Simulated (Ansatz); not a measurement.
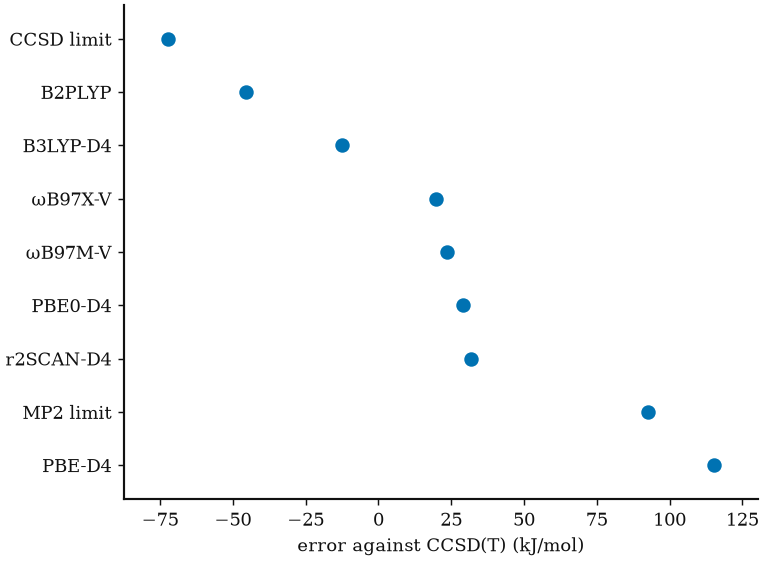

Error in the electronic atomisation energy (method less reference, so positive means overbinding) of C₂H₄OSSi (enol tautomer), SMILES OC1=C[Si@@H]1S: functionals in def2-TZVPP against frozen-core CCSD(T) at the limit (MP2 extrapolated from triple and quadruple zeta, plus CCSD(T) less MP2 in a smaller set), which gives 3369.6 kJ/mol, at a PBE0-D4/def2-TZVP geometry (no frequency check), no zero-point or spin-orbit term, the Ansatz code. The reference leaves out core correlation, a term that grows with the number of heavy atoms. B2PLYP holds a correlation term that converges slowly with the basis, so part of the distance to the limit is basis error. No dispersion term is added to B2PLYP. Limit means the basis limit.

Q: Which of these levels overbind, and which underbind?

A: Overbind: PBE0-D4, r2SCAN-D4, MP2 limit and PBE-D4. Underbind: CCSD limit and B2PLYP. Within 25 kJ/mol of zero, too close to call in view of what the reference leaves out: B3LYP-D4, ωB97X-V and ωB97M-V.

Q: Give the values.

A:
| level | kJ/mol |
| --- | --- |
| CCSD limit | −72.4 |
| B2PLYP | −45.6 |
| B3LYP-D4 | −12.5 |
| ωB97X-V | 19.7 |
| ωB97M-V | 23.6 |
| PBE0-D4 | 28.9 |
| r2SCAN-D4 | 31.6 |
| MP2 limit | 92.6 |
| PBE-D4 | 115.2 |
